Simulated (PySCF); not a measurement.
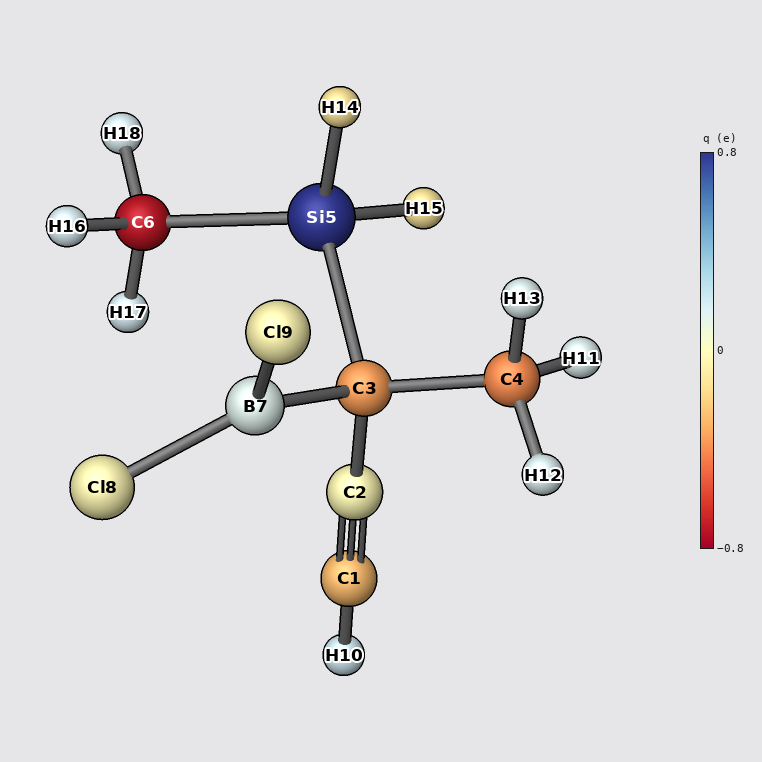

Atoms are coloured by their IAO charges. The computed structure is the end point of a GFN2-xTB optimisation. No frequency run is at hand to confirm it as a minimum. Properties computed with PBE0/pcSseg-1, gas phase (PySCF 2.14.0).

List the IAO charges.

| atom | value (e) |
| --- | --- |
| C1 | −0.26 |
| C2 | −0.03 |
| C3 | −0.35 |
| C4 | −0.40 |
| Si5 | 0.79 |
| C6 | −0.71 |
| B7 | 0.14 |
| Cl8 | −0.03 |
| Cl9 | −0.04 |
| H10 | 0.20 |
| H11 | 0.15 |
| H12 | 0.15 |
| H13 | 0.15 |
| H14 | −0.12 |
| H15 | −0.11 |
| H16 | 0.16 |
| H17 | 0.17 |
| H18 | 0.16 |

The geometry is semi-empirical. Around B, Si such bond lengths and angles can be off by a tenth of an ångström or more and by several degrees, and values that hang on the shape move with them.
